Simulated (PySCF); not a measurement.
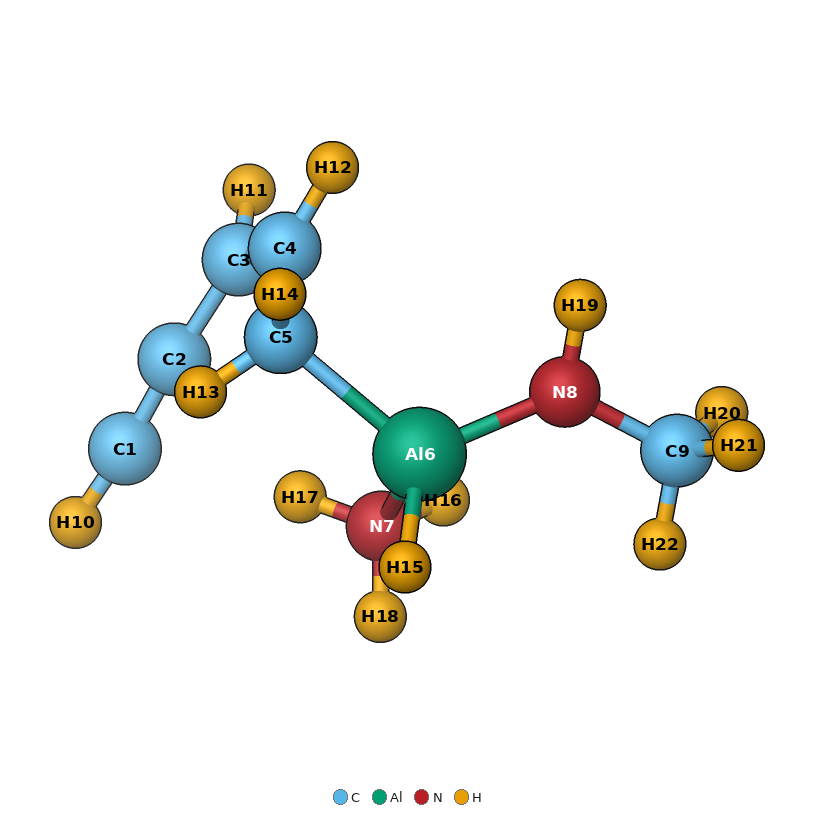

The geometry was computed by an optimisation with GFN2-xTB. No frequency run is at hand to confirm it as a minimum. Electric field gradients from the ground-state density, PBE0/pcSseg-1 (PySCF 2.14.0), non-relativistic apart from any core potentials.

Give the largest field-gradient component, the quadrupole coupling constant and the asymmetry for 27Al at Al6 (Q = 146.6 mb), 14N at N7 (Q = 20.44 mb), 14N at N8 (Q = 20.44 mb).

| atom | V_zz (a.u.) | e²qQ/h (MHz) | η |
| --- | --- | --- | --- |
| Al6 | 0.683 | 23.5 | 0.48 |
| N7 | −0.626 | −3.01 | 0.23 |
| N8 | −1.018 | −4.89 | 0.61 |

The geometry is semi-empirical. Around Al such bond lengths and angles can be off by a tenth of an ångström or more and by several degrees, and values that hang on the shape move with them.
